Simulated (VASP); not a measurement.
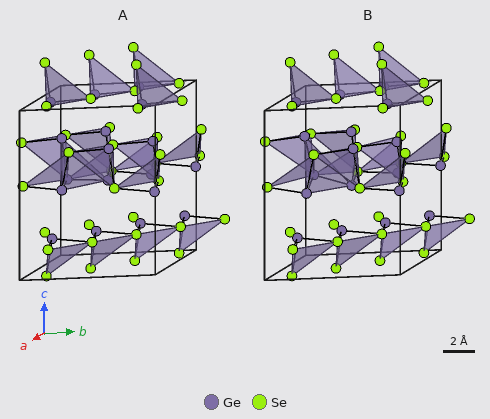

Two geometries of a defect cell of composition Ge17Se15, drawn at one scale. One is the start of a relaxation, the other its converged end. A polyhedral model of the cell of the calculation (origin shifted), seen slightly off an axis.

Level of theory: VASP, Kohn-Sham DFT of a periodic cell, PBE, VASP PAW PBE potentials, recommended. Set-up: plane-wave cutoff 450 eV; k-point mesh 2 × 2 × 2; occupations gaussian; smearing width 0.01 eV; no spin polarisation.

### Which one is relaxed?

Structure B is the relaxed one. The run lets the atoms move in a fixed cell. After 24 geometry steps the energy has fallen by 0.460 eV per cell of the calculation. Largest force component: 0.84 eV/Å at the start, 0.018 eV/Å at the end. The largest move is that of a Ge atom, 0.39 Å along [−1 −1 −2]. By element the largest moves are Ge 0.39 Å, Se 0.18 Å. The lattice vectors keep their values. Some distances before and after: Ge–Se 2.458 → 2.682 Å, Ge–Ge 2.445 → 2.585 Å, Ge–Ge 2.679 → 2.579 Å, Ge–Se 2.643 → 2.578 Å. Bond angles that change, for instance: Ge–Ge–Ge 98.6° → 117.6°, Ge–Ge–Se 95.3° → 79.5°, Ge–Ge–Se 92.8° → 79.2°.
